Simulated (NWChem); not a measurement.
**Si2H6 (disilane) at 6 levels**

Aim: a comparison of 6 runs (HF/def2-SVP, PBE0/cc-pVDZ, B3LYP/6-31G*, PBE0/def2-SVP, SVWN5/cc-pVDZ, CCSD(T)/6-31G*) of Si2H6 (disilane). 

The results are computed with NWChem 7.3.0.

## Step 1: The system as given

The species is Si2H6 (8 atoms), meant as a singlet with charge 0. As SMILES, `[SiH3][SiH3]`. The shape is that of a PBE0-D4/def2-TZVP optimisation.

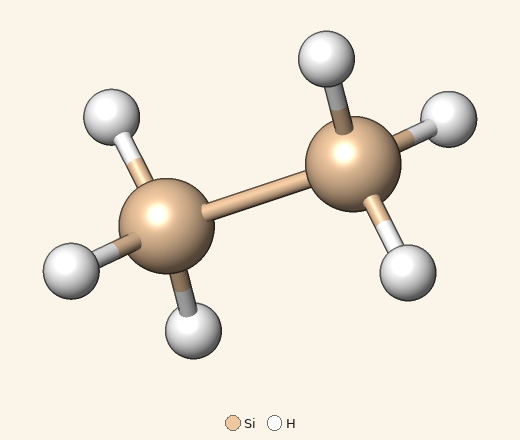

The structure, seen from a chosen angle (silicon light orange, hydrogen white).

## Step 2: Energy and gradient at HF/def2-SVP (run 1)

mol.nw reads:

```
START mol
TITLE "H6Si2"
memory stack 880 mb heap 220 mb global 1100 mb
charge 0
GEOMETRY units angstroms noautosym nocenter noautoz
  Si   -0.340500    0.490200   -1.004900
  Si    0.363500   -0.504400    0.991000
  H     0.833900    0.948200   -1.794900
  H    -1.112900   -0.483900   -1.821900
  H    -1.208000    1.664100   -0.717900
  H     1.139000    0.468600    1.806300
  H     1.228100   -1.680500    0.704000
  H    -0.811000   -0.959200    1.782600
END
BASIS spherical bse
  * library def2-SVP
END
SCF
  thresh 1e-08
  maxiter 80
END
TASK scf gradient
```

The run is started by

```sh
nwchem mol.nw > mol.out
```

The log of the run:

```text
[...]
  functions       =    66
[...]
  wavefunction    = RHF
[...]
         Total SCF energy =   -581.158414353029
      One-electron energy =   -985.913465496731
      Two-electron energy =    313.981963408811
 Nuclear repulsion energy =     90.773087734890
        Time for solution =      2.7s
[...]
                         RHF ENERGY GRADIENTS
    atom               coordinates                        gradient
                 x          y          z           x          y          z
   1 Si     -0.643452   0.926344  -1.898986    0.002575  -0.003661   0.007348
   2 Si      0.686915  -0.953178   1.872718   -0.002595   0.003684  -0.007323
   3 H       1.575843   1.791838  -3.391869    0.000998   0.000433  -0.000754
   4 H      -2.103076  -0.914438  -3.442892   -0.000685  -0.000806  -0.000773
   5 H      -2.282789   3.144693  -1.356634   -0.000772   0.001043   0.000180
   6 H       2.152398   0.885526   3.413412    0.000688   0.000794   0.000759
   7 H       2.320772  -3.175685   1.330367    0.000776  -0.001063  -0.000181
   8 H      -1.532568  -1.812625   3.368626   -0.000983  -0.000424   0.000745
[...]
```

Wall time 4.2 s (1 thread of AMD EPYC 7R43 (Zen 3), shared host); peak memory 0.098 GiB.

## Step 3: Energy and forces at PBE0/cc-pVDZ (run 2)

mol.xyz reads:

```xyz
8
H6Si2 PBE0
Si    -0.340500     0.490200    -1.004900
Si     0.363500    -0.504400     0.991000
H      0.833900     0.948200    -1.794900
H     -1.112900    -0.483900    -1.821900
H     -1.208000     1.664100    -0.717900
H      1.139000     0.468600     1.806300
H      1.228100    -1.680500     0.704000
H     -0.811000    -0.959200     1.782600
```

run.py reads:

```python
from ase.io import read
from ase.calculators.nwchem import NWChem

molecule = read('mol.xyz')

calc = NWChem(
    label='mol',
    theory='dft',
    memory='2200 mb',
    basis='cc-pVDZ',
    basispar='spherical bse',
    dft={'xc': 'pbe0', 'mult': '1', 'grid': 'xfine', 'convergence': 'energy 1e-08', 'iterations': '100', 'mulliken': None, 'print': 'low'},
)
molecule.calc = calc

forces = molecule.get_forces()
e = molecule.get_potential_energy()
print(f"E = {e:.6f} eV")
print("forces (eV/A):")
for s, f in zip(molecule.symbols, forces):
    print(f"{s:2s} {f[0]:10.5f} {f[1]:10.5f} {f[2]:10.5f}")
```

The run is started by

```sh
export ASE_NWCHEM_COMMAND="nwchem PREFIX.nwi > PREFIX.nwo"
python run.py
```

The log of the run:

```text
E = -15845.561952 eV
forces (eV/A):
Si    0.03070   -0.04222    0.08469
Si   -0.02967    0.04114   -0.08587
H     0.17792    0.06793   -0.11699
H    -0.11627   -0.14840   -0.12130
H    -0.13041    0.17653    0.04556
H     0.11678    0.14882    0.12172
H     0.12964   -0.17602   -0.04551
H    -0.17864   -0.06777    0.11776
```

The calculator wrote mol.nwi:

```
title "mol"

permanent_dir mol

scratch_dir mol

start mol

geometry units angstrom nocenter noautosym noautoz
  Si -3.4050000000000002e-01 4.9020000000000002e-01 -1.0048999999999999e+00
  Si 3.6349999999999999e-01 -5.0439999999999996e-01 9.9099999999999999e-01
  H  8.3389999999999997e-01 9.4820000000000004e-01 -1.7948999999999999e+00
  H  -1.1129000000000000e+00 -4.8390000000000000e-01 -1.8219000000000001e+00
  H  -1.2080000000000000e+00 1.6640999999999999e+00 -7.1789999999999998e-01
  H  1.1390000000000000e+00 4.6860000000000002e-01 1.8063000000000000e+00
  H  1.2281000000000000e+00 -1.6805000000000001e+00 7.0399999999999996e-01
  H  -8.1100000000000005e-01 -9.5920000000000005e-01 1.7826000000000000e+00
end

memory 2200 mb

basis spherical bse noprint
   * library cc-pVDZ
end

dft
  xc pbe0
  mult 1
  grid xfine
  convergence energy 1e-08
  iterations 100
  mulliken
  print low
end

task dft gradient
```

mol.nwo:

```text
Northwest Computational Chemistry Package (NWChem) 7.3.0
             --------------------------------------------------------

           Job information
           ---------------

    nwchem branch   = 7.3.0
    use scalapack   = T
    input           = mol.nwi
    prefix          = mol.
    data base       = mol/mol.db
    status          = startup
    nproc           =        1

           Memory information
           ------------------

    heap     =     72089596 doubles =      550.0 Mbytes
    stack    =     72089601 doubles =      550.0 Mbytes
    global   =    144179200 doubles =     1100.0 Mbytes (distinct from heap & stack)
    total    =    288358397 doubles =     2200.0 Mbytes
    verify   = yes
    hardfail = no

[... 36 lines left out ...]
            Nuclear Dipole moment (a.u.)
[... 77 lines left out ...]
   convergence    iter        energy       DeltaE   RMS-Dens  Diis-err    time
[... 9 lines left out ...]
         Total DFT energy =     -582.313665966470
      One electron energy =     -986.626357429383
           Coulomb energy =      357.313485780128
    Exchange-Corr. energy =      -43.773882052106
 Nuclear repulsion energy =       90.773087734890
[... 21 lines left out ...]
    Atom       Charge   Shell Charges
 -----------   ------   -------------------------------------------------------
    1 Si  14    13.84   2.00  1.82  0.69  0.46  5.93  1.49  1.20  0.25
    2 Si  14    13.84   2.00  1.82  0.69  0.46  5.93  1.49  1.20  0.25
    3 H    1     1.05   0.61  0.41  0.03
[... 4 lines of this table left out ...]
    8 H    1     1.05   0.61  0.41  0.03

                         DFT ENERGY GRADIENTS

    atom               coordinates                        gradient
                 x          y          z           x          y          z
   1 Si     -0.643452   0.926344  -1.898986   -0.000597   0.000821  -0.001647
   2 Si      0.686915  -0.953178   1.872718    0.000577  -0.000800   0.001670
   3 H       1.575843   1.791838  -3.391869   -0.003460  -0.001321   0.002275
[... 4 lines of this table left out ...]
   8 H      -1.532568  -1.812625   3.368626    0.003474   0.001318  -0.002290

 Task  times  cpu:       30.7s     wall:       30.7s
 Total times  cpu:       30.8s     wall:       30.8s
```

It took 32 s on 1 thread of AMD EPYC 7R43 (Zen 3), shared host; peak memory 0.13 GiB.

Runs 3 to 5 aren't shown in full; the table further down has their settings and results.

## Step 4: A single-point energy at CCSD(T)/6-31G(d) (spherical functions) (run 6)

h6si2.nw reads:

```
start h6si2
title "H6Si2 energy"
memory stack 880 mb heap 220 mb global 1100 mb

geometry units angstroms noautosym nocenter noautoz
Si      -0.340500       0.490200      -1.004900
Si       0.363500      -0.504400       0.991000
H        0.833900       0.948200      -1.794900
H       -1.112900      -0.483900      -1.821900
H       -1.208000       1.664100      -0.717900
H        1.139000       0.468600       1.806300
H        1.228100      -1.680500       0.704000
H       -0.811000      -0.959200       1.782600
end

basis spherical bse
* library 6-31G*
end

scf
thresh 1e-08
maxiter 80
end

ccsd
freeze core 10
maxiter 60
end

task ccsd(t) energy
```

The run is started by

```sh
nwchem h6si2.nw > h6si2.out
```

The log of the run:

```text
[...]
  functions       =    48
[...]
  wavefunction    = RHF
[...]
         Total SCF energy =   -581.302567644016
      One-electron energy =   -986.402304581623
      Two-electron energy =    314.326649202717
 Nuclear repulsion energy =     90.773087734890
        Time for solution =      3.7s
[...]
 Total MP2 energy:           -581.461582667505127
[...]
             energy      energy      error      ampl     ampl      Block
                                                time     time      time
[...]
 Total CCSD energy:           -581.505158325336083
[...]
 Total CCSD+T(CCSD) energy:           -581.510228795501007
[...]
 Total CCSD(T) energy:                -581.510045918091009
[...]
```

It took 20 s on 1 thread of AMD EPYC 7R43 (Zen 3), shared host; peak memory 0.1 GiB.

## Step 5: All runs side by side

```tsv
run	level	iteration cap	module	energy (Eh)	dipole moment (D)	HOMO energy (eV)	LUMO energy (eV)	wall time
1	HF/def2-SVP	80	scf	-581.158414	0.00	-11.11	3.85	4.2 s
2	PBE0/cc-pVDZ	100	dft	-582.313666	–	–	–	32 s
3	B3LYP/6-31G* (Cartesian functions)	100	dft	-582.582669	0.00	-8.10	0.59	15 s
4	PBE0/def2-SVP	100	dft	-582.134110	0.00	-8.45	0.50	16 s
5	SVWN5/cc-pVDZ	100	dft	-580.174350	0.00	-7.27	-0.36	20 s
6	CCSD(T)/6-31G* (spherical functions)	80	ccsd(t)	-581.510046	–	-11.01	3.83	20 s
```

## Step 6: What came out

| quantity | value |
| --- | --- |
| run 6: total energy | -581.51005 Eh |
| run 6: HOMO energy (Hartree–Fock orbitals) | -11.01 eV |
| run 6: LUMO energy (Hartree–Fock orbitals) | 3.83 eV |
| run 6: HOMO–LUMO gap (Hartree–Fock orbitals) | 14.84 eV |
| run 6: correlation energy (10 core orbitals frozen) | -207.5 mEh |
| run 6: (T) correction | -4.89 mEh |

**Reading.** Over runs 1, 3, 4, 5 the HOMO–LUMO gap runs from 6.91 eV (SVWN5/cc-pVDZ) to 14.97 eV (HF/def2-SVP). The two ends differ in method and basis. Totals of different functionals can't be ranked against each other. All runs together took 1.8 min, the longest 32 s.
